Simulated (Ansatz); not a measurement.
A series of calculations on C$_{2}$H$_{10}$Ge

**1. Relaxation**

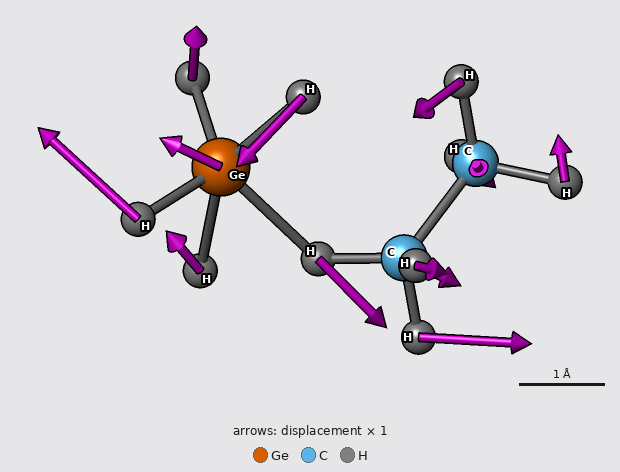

A relaxation of C₂H₁₀Ge (started from a transition state, displaced along its imaginary mode). The starting structure is drawn; purple arrows show the displacements, at their true length. The two geometries are superimposed by the best rigid fit.

Style: ball-and-stick. Shown at a tilt.

Theory: RKS PBE0-D4/def2-TZVP (Ansatz).

Input file:
```yaml
crystal:
  periodic: [false, false, false]
  atoms:
    - {symbol: Ge, position_ang: [-0.483481, -0.060195, 1.576107]}
    - {symbol: C, position_ang: [0.775515, -0.311267, -0.513343]}
    - {symbol: C, position_ang: [-0.020373, 0.562073, -1.488688]}
    - {symbol: H, position_ang: [0.056567, 1.437789, 1.271657]}
    - {symbol: H, position_ang: [-2.029682, 0.098308, 1.368849]}
    - {symbol: H, position_ang: [0.160499, -0.433053, 2.844051]}
    - {symbol: H, position_ang: [0.097420, -0.897425, 0.147103]}
    - {symbol: H, position_ang: [-0.675179, -1.741488, 1.105152]}
    - {symbol: H, position_ang: [1.090872, -1.233304, -0.944529]}
    - {symbol: H, position_ang: [1.661410, 0.231448, -0.075071]}
    - {symbol: H, position_ang: [-0.363332, 1.499414, -1.062953]}
    - {symbol: H, position_ang: [0.610802, 0.826018, -2.348847]}
    - {symbol: H, position_ang: [-0.881039, 0.021881, -1.879290]}
basis:
  gaussian: {orbitals: def2-TZVP}
hamiltonian: {xc: pbe0, dispersion: d4}
relax: {f_tol: 0.005, max_steps: 200}
```

Launched with:
```bash
ansatz run in.yaml --threads 8 --pin off --events-out ev --progress --plain --max-ram 19148MiB
```

Question: Atoms of which element are displaced furthest, and by how much?

Answer: Hydrogen: up to 1.64 Å, against 0.84 Å for germanium.

Question: What happened in the run?

Answer: The atom that moves furthest after the best rigid fit is H6 (1.64 Å). By element the largest moves are H 1.64 Å, Ge 0.84 Å, C 0.78 Å. Some distances before and after: Ge1–H7 1.755 → 3.693 Å, Ge1–C2 2.452 → 4.068 Å, Ge1–H8 1.757 → 1.534 Å, Ge1–H4 1.621 → 1.534 Å. Bonds break, among them: Ge1–H7 (1.76 → 3.69 Å). Among the angles between lasting bonds that change: H4–Ge1–H8 150.5° → 109.6°, H5–Ge1–H8 87.3° → 109.4°, H7–C2–H9 88.0° → 107.5°. The energy falls by 70.7 kcal/mol in 32 accepted moves (37 points after the start). Largest force component: 2.2 eV/Å at the start, 0.0047 eV/Å at the end. The line search rejected the trial steps at points 7, 17, 26, 27, 30 of the run. The forces were under the threshold at step 28, but the run went on from there. Cost: 48 s on 8 threads of Arm Neoverse V1, on a shared host.

**2. Relaxation**

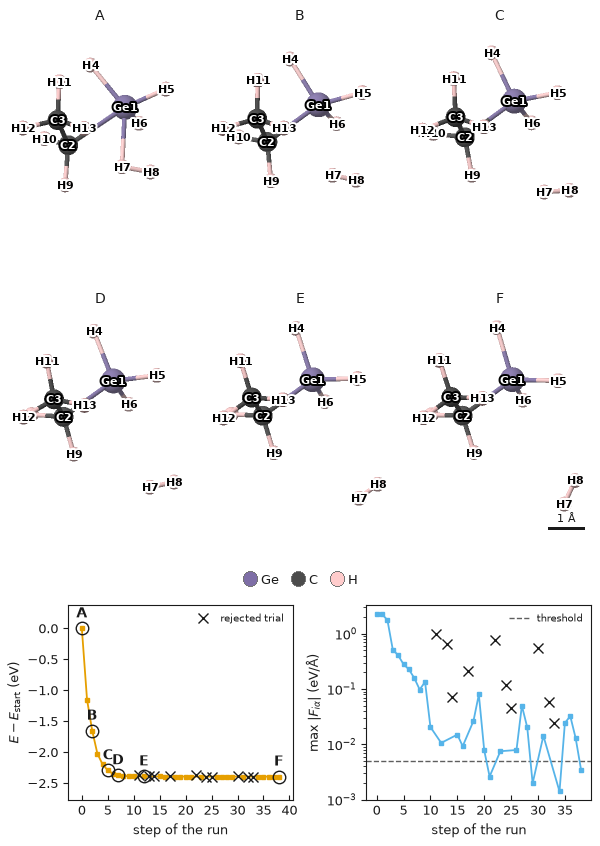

Frames of a relaxation of C2H10Ge (started from a transition state, displaced along its imaginary mode), marked on the history of the run. A ball-and-stick model, seen from a free direction.

The calculation used Ansatz 0.2.0, RKS PBE0-D4/def2-TZVP. (force threshold 0.005 eV/Å; at most 200 steps)

**What happens along the run?**

After 28 accepted moves (38 points after the start) the energy has fallen by 2.393 eV. The largest force component goes from 2.3 to 0.0035 eV/Å. The line search rejected the trial steps at points 11, 13, 14, 17, 22, 24, 25, 30 and more of the run. The forces were under the threshold at step 21, but the run went on from there. The atom that moves furthest after the best rigid fit is H7 (1.95 Å). Largest moves by element: H 1.95 Å, Ge 0.47 Å, C 0.40 Å. Some distances before and after: Ge1–H7 1.788 → 3.864 Å, Ge1–H8 2.022 → 3.437 Å, Ge1–C2 2.148 → 1.960 Å, H7–H8 0.833 → 0.746 Å. Bonds break, among them: Ge1–H7 (1.79 → 3.86 Å). Bond angles that change, for instance: C2–Ge1–H4 87.8° → 110.1°, Ge1–C2–H9 127.7° → 107.6°, Ge1–C2–H10 93.7° → 107.6°. From step 0 to 2: H7 moves most (0.38 Å), energy −1.652 eV. From step 2 to 5: H7 moves most (0.59 Å), energy −0.641 eV. From step 5 to 7: H7 moves most (0.38 Å), energy −0.080 eV. From step 7 to 12: H7 moves most (0.41 Å), energy −0.018 eV. From step 12 to 38: H7 moves most (0.32 Å), energy −0.003 eV.

| step | E − E(0), eV | largest force component, eV/Å | note |
| --- | --- | --- | --- |
| 0 | 0.0000 | 2.3110 |  |
| 1 | -1.1479 | 2.2620 |  |
| 2 | -1.6517 | 1.7718 |  |
| 3 | -2.0219 | 0.5182 |  |
| 4 | -2.1957 | 0.4062 |  |
| 5 | -2.2922 | 0.2813 |  |
| 6 | -2.3457 | 0.2266 |  |
| 7 | -2.3722 | 0.1579 |  |
| 8 | -2.3833 | 0.0980 |  |
| 9 | -2.3845 | 0.1346 |  |
| 10 | -2.3886 | 0.0206 |  |
| 11 | -2.3708 | 1.0051 | rejected |
| 13 | -2.3819 | 0.6442 | rejected |
| 14 | -2.3903 | 0.0726 | rejected |
| 16 | -2.3913 | 0.0093 |  |
| 17 | -2.3908 | 0.2117 | rejected |
| 19 | -2.3917 | 0.0798 |  |
| 20 | -2.3922 | 0.0078 |  |
| 22 | -2.3719 | 0.7768 | rejected |
| 23 | -2.3924 | 0.0075 |  |
| 25 | -2.3924 | 0.0447 | rejected |
| 26 | -2.3925 | 0.0079 |  |
| 28 | -2.3927 | 0.0203 |  |
| 29 | -2.3928 | 0.0020 |  |
| 31 | -2.3929 | 0.0143 |  |
| 32 | -2.3929 | 0.0572 | rejected |
| 34 | -2.3929 | 0.0014 |  |
| 35 | -2.3930 | 0.0244 |  |
| 37 | -2.3930 | 0.0130 |  |
| 38 | -2.3931 | 0.0035 |  |

**3. Reaction**

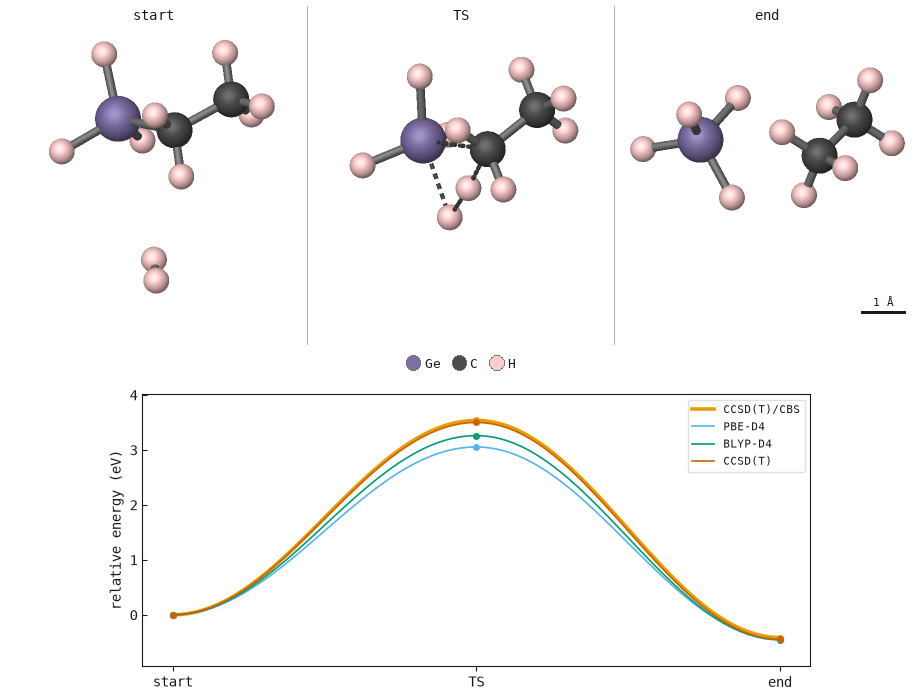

A reaction step of C2H10Ge, with its energy diagram. Style: ball-and-stick. Shown at a tilt. Dashed sticks mark bonds that form or break.

Stationary points at PBE0-D4/def2-TZVP, single-point energies with CCSD(T)/CBS, PBE-D4, BLYP-D4, CCSD(T) (def2-TZVPP where no basis is named; Ansatz 0.2.0). The energies are electronic, without zero-point or thermal terms, and both ends are the minima reached downhill from the saddle, with any fragments still in contact. CCSD(T)/CBS stands for a frozen-core estimate: MP2 correlation extrapolated from def2-TZVPP and def2-QZVPP, CCSD(T) minus MP2 from the smaller set.

### What happens, and what does it cost?

Counted by bonded pieces, the start holds C₂H₈Ge + H₂ and the end holds C₂H₆ + GeH₄. From the start over the saddle to the end, bonds form: Ge–H (3.44 → 1.89 → 1.53 Å), C–H (3.83 → 1.38 → 1.09 Å). Bonds break: C–Ge (1.96 → 2.30 → 4.07 Å), H–H (0.75 → 1.16 → 2.89 Å). The saddle has one imaginary mode, 1848i cm⁻¹. With CCSD(T)/CBS the barrier is 3.54 eV from the start and 3.95 eV from the end, and the end lies 0.41 eV below the start.

| level | barrier from the start (eV) | barrier from the end (eV) | the end less the start (eV) |
| --- | --- | --- | --- |
| CCSD(T)/CBS | 3.54 | 3.95 | −0.41 |
| PBE-D4 | 3.05 | 3.50 | −0.44 |
| BLYP-D4 | 3.26 | 3.72 | −0.46 |
| CCSD(T) | 3.50 | 3.95 | −0.45 |

Against CCSD(T)/CBS, CCSD(T) comes closest on the barrier from the start (−0.04 eV) and PBE-D4 misses most (−0.48 eV).

Limits of the set-up: the start holds two separate molecules, 2.9 Å apart at their closest, whose relative position is a soft coordinate.
